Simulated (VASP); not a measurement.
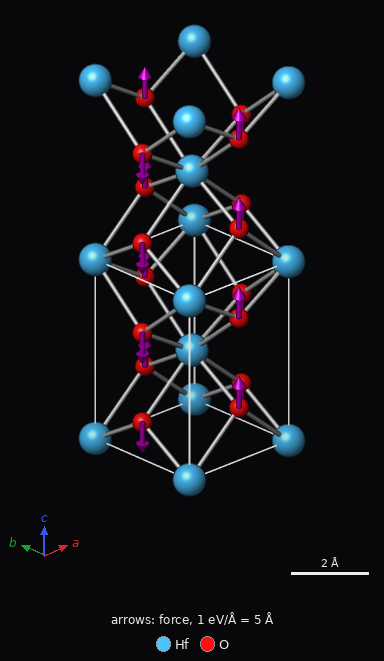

Starting geometry of solid HfO2 (a generated structure, set up in P4_2/nmc) with the computed forces as purple arrows. A ball-and-stick model of the cell of the calculation, repeated 1 × 1 × 2 with one cell outlined, seen from a free direction.

The run lets the atoms move in a fixed cell.

Theory: Kohn-Sham DFT of a periodic cell, LDA, VASP PAW LDA potentials, recommended (VASP 6.6.1).

Input file:
```
SYSTEM = HfO2
PREC = Accurate ; ENCUT = 600
EDIFF = 1E-7 ; ISMEAR = -1
SIGMA = 0.05 ; LREAL = .FALSE.
LASPH = .TRUE. ; NELM = 100
ALGO = Normal ; ISIF = 2
LWAVE = .FALSE. ; LCHARG = .FALSE.
GGA = CA ; IBRION = 2
NSW = 60 ; EDIFFG = -0.005
KPAR = 8
```

Run as
```bash
cat potpaw_LDA.64/Hf_pv/POTCAR potpaw_LDA.64/O/POTCAR > POTCAR
mpirun -np 8 vasp_std > vasp.out
```

What follows when this structure is relaxed?

Answer. It isn't relaxed: the largest force vector, on O atoms, is 0.18 eV/Å. The atoms end up moving mostly along the starting forces (cosine between the two patterns 1.00). The largest moves, 0.040 Å, are those of O atoms. Hf stays in place. The cell stays as it was. Some distances before and after: Hf–O 2.338 → 2.364 Å, Hf–O 2.075 → 2.055 Å. The space group stays P4_2/nmc (No. 137). Over 3 geometry steps the energy falls by 2.5 meV per atom. Largest force component: 0.18 eV/Å at the start, 0.0032 eV/Å at the end.
